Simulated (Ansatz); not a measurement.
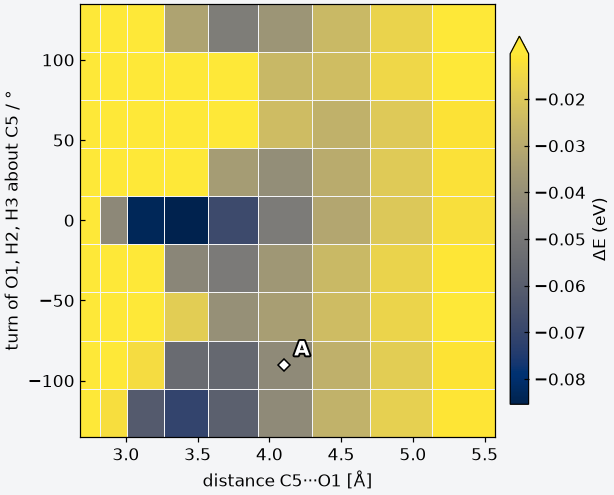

The pair H₂O···CF₄. 
- The turn is about an axis along (0.31, −0.95, −0.01) in the frame of the relaxed pair, normal to the line between the partners.
- Coordinates scanned: (1) distance C5···O1; (2) turn of O1, H2, H3 about C5.
- The scan uses a 9 × 9 grid.
- Points are written as (first, second).
- Energies: eV, counted from the two partners far apart, frozen as in the relaxed pair, each in its own basis (no counterpoise correction).
- Energies and slopes of some neighbouring points disagree (a jump in structure or state, or too coarse a mesh).
- Level of theory: RKS PBE0-D4/def2-SVPD in Ansatz.

The picture shows one coloured cell a grid point, one colour for all values above the top of the scale, the point A.

### Is A at rest? If not, where is it pushed?

A, at (4.099 Å, −90°), is not a stationary point. The computed force is 0.041 eV for each Å towards smaller values of distance C5···O1 and 0.00026 eV for each degree towards smaller values of turn of O1, H2, H3 about C5.
